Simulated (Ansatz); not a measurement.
**Hf: response to strain**

The reference is Hf in the hcp (Mg type) structure (space group P6_3/mmc, No. 194; a = 3.198 Å, c = 5.049 Å; relaxed with 0.1 eV smearing). Axes: x lies along a and z along c of the hexagonal cell.

Strains are applied to the cell and any free atomic positions relax.

The values are results of plane-wave PAW DFT at the r2SCAN level (Ansatz, a first-principles code, 500 eV), scalar-relativistic without spin-orbit coupling, not measurements.

Notes on the quantities. energy relative to the base: free energy F.

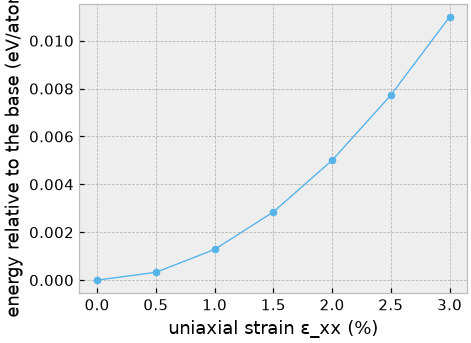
Figure. Energy relative to the base against uniaxial strain ε_xx

```csv
uniaxial strain ε_xx (%),energy relative to the base
0.5,+0.3 meV/atom
1,+1.3 meV/atom
1.5,+2.8 meV/atom
2,+5.0 meV/atom
2.5,+7.7 meV/atom
3,+11 meV/atom
```

Whether these cells are dynamically stable was not tested. All final runs are without spin polarisation.
